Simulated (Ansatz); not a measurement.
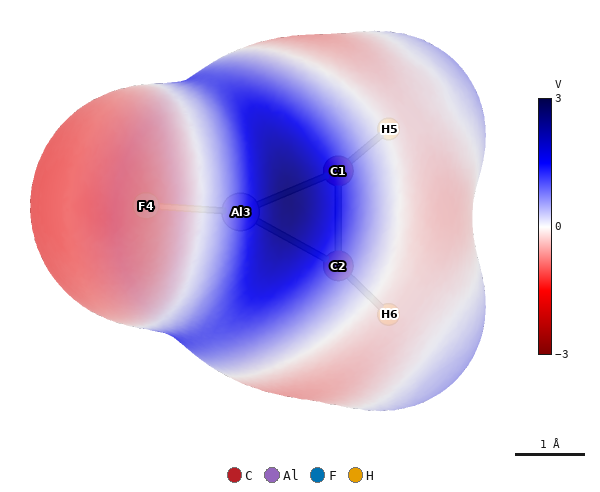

*C$_{2}$H$_{2}$AlF (SMILES [F][Al]1[CH]=[CH]1). The electrostatic potential painted on the density surface at 0.001 e/bohr³, seen at a tilt; the colour scale runs from red (negative) to blue (positive).*

Geometry: PBE0-D3(BJ)/def2-SVP.

The calculation used isolated molecule in a Gaussian basis; Kohn-Sham density functional theory, functional PBE0 (Ansatz).

```yaml
atoms:
  - { symbol: C, position_ang: [-1.2850, 0.9595, 0.1320] }
  - { symbol: C, position_ang: [-2.1591, 0.8095, -0.9304] }
  - { symbol: Al, position_ang: [-2.3148, -0.5611, 0.2927] }
  - { symbol: F, position_ang: [-2.8882, -1.9595, 0.9619] }
  - { symbol: H, position_ang: [-0.5633, 1.7741, 0.2832] }
  - { symbol: H, position_ang: [-2.2715, 1.4810, -1.7928] }
```

### Describe the electrostatic potential map.

The most negative region (about −0.9 V) lies over F4, the most positive (about +2.5 V) over Al3.

### What dipole moment does the calculation give?

Its dipole moment is 0.69 D.
